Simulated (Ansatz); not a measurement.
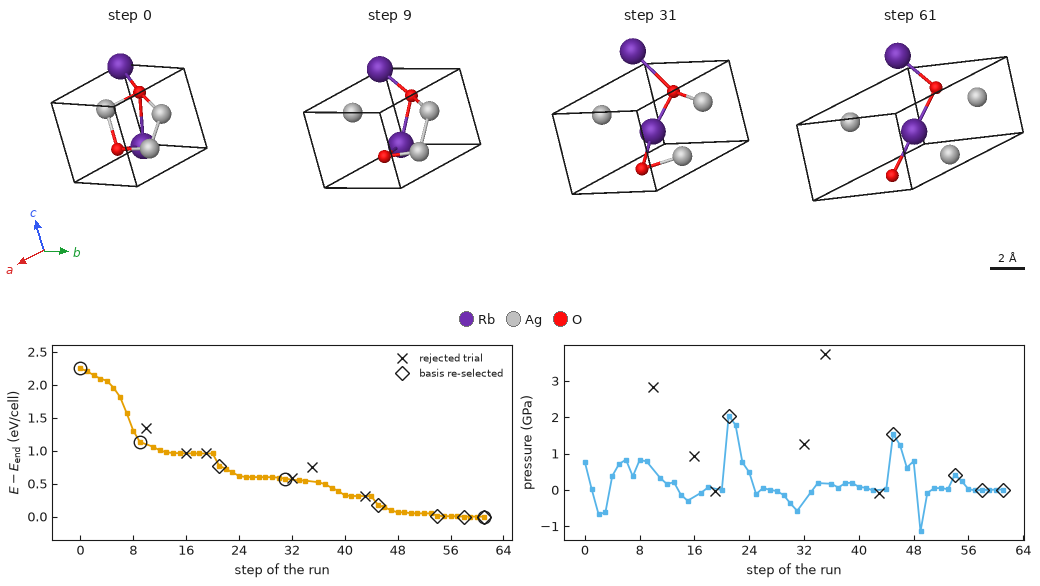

Frames of a relaxation of solid RbAg3O2 (built on the PrCu3Pd2-44 type type), marked on the history of the run. Style: ball-and-stick. Shown: the cell of the calculation, from a free direction.

Case: shaken.

Level of theory: Ansatz, DFT, PBEsol, plane waves, PAW.

The input:
```yaml
crystal:
  lattice:
    - [-2.8873133779, 3.0800825106, 2.8139587093]
    - [2.8863589416, -3.1389843311, 2.8759648446]
    - [2.8503298977, 3.1046339491, -2.8769123082]
  atoms:
    - { symbol: Rb, position: [0.0410538216, 0.0308706554, -0.0047595242] }
    - { symbol: Ag, position: [0.6055299534, 0.3407524549, 0.7470666694] }
    - { symbol: Ag, position: [0.5847362495, 0.8367109403, 0.2672195876] }
    - { symbol: Ag, position: [0.2069850327, 0.6946213142, 0.5129419434] }
    - { symbol: O, position: [0.6823415511, 0.4407816183, 0.2848072363] }
    - { symbol: O, position: [0.1862188013, 0.4127910116, 0.7597622994] }
kpoints:
  mp_grid: { grid: [4, 4, 4] }
hamiltonian:
  xc: pbesol
scf:
  occupations: { method: fermi_dirac, width: 0.05 }
relax:
  f_tol: 0.01
  cell: {}
  max_steps: 120
```

Command:
```bash
ansatz run input.yaml --threads 2 --pin off --max-ram 2211MiB --backend cpu --events-out ev --progress --plain --runs-dir out
```

Q: Describe the path.

A: Over 50 accepted moves (61 points after the start) the energy falls by 2.249 eV per cell of the calculation. The largest force component goes from 0.86 to 0.0015 eV/Å. Pressure: 0.77 GPa at the start and 0.01 GPa at the end. The line search rejected the trial steps at points 10, 16, 19, 32, 35, 43 of the run. At 5 points the geometry stayed and the basis and grid were re-selected for the new cell (energy shift of 0.186 eV per cell of the calculation at most each time). The atom that moves furthest relative to the cell is Ag2 (1.72 Å along [2 −1 1]). Largest moves by element: Ag 1.72 Å, Rb 1.25 Å, O 1.21 Å. The volume changes by +11.2 %, with a 5.074 → 7.578 Å (+49.4 %), b 5.143 → 6.757 Å (+31.4 %), c 5.103 → 4.765 Å (−6.6 %), α 111.9° → 99.8°, β 105.1° → 105.6°, γ 112.3° → 141.7°. Near-neighbour distances that change, for instance: Ag2–O6 2.307 → 5.637 Å, Rb1–O6 5.967 → 3.010 Å, Rb1–O5 5.620 → 3.010 Å, Rb1–Ag4 3.575 → 5.904 Å. New bonds form, among them: Ag2–O6 (another periodic image) (2.81 → 2.05 Å), Rb1–O5 (another periodic image) (3.91 → 3.01 Å), Rb1–O5 (another periodic image) (5.62 → 3.01 Å), Rb1–O6 (another periodic image) (5.97 → 3.01 Å). Bonds break, among them: Ag2–O6 (2.31 → 5.64 Å), Ag3–O5 (2.30 → 3.91 Å), Rb1–O5 (3.13 → 4.97 Å), Rb1–O6 (3.39 → 5.45 Å). Among the angles between lasting bonds that change: O5–Rb1–O6 80.2° → 180.0°, Rb1–O5–Ag4 169.4° → 84.6°, Rb1–O5–Ag2 85.4° → 151.4°. The space group (tolerance 0.01 Å) goes from P1 (No. 1) to C2/m (No. 12). The run took 7.2 min on 2 threads of Intel(R) Xeon(R) Platinum 8488C (Sapphire Rapids), with other jobs on the host, peak memory 0.55 GiB. From step 0 to 9: Ag2 moves most (0.83 Å), volume +3.8 %, energy −1.116 eV per cell of the calculation. From step 9 to 31: Rb1 moves most (1.04 Å), volume +7.5 %, energy −0.558 eV per cell of the calculation. From step 31 to 61: O5 moves most (0.52 Å), volume −0.3 %, energy −0.575 eV per cell of the calculation.
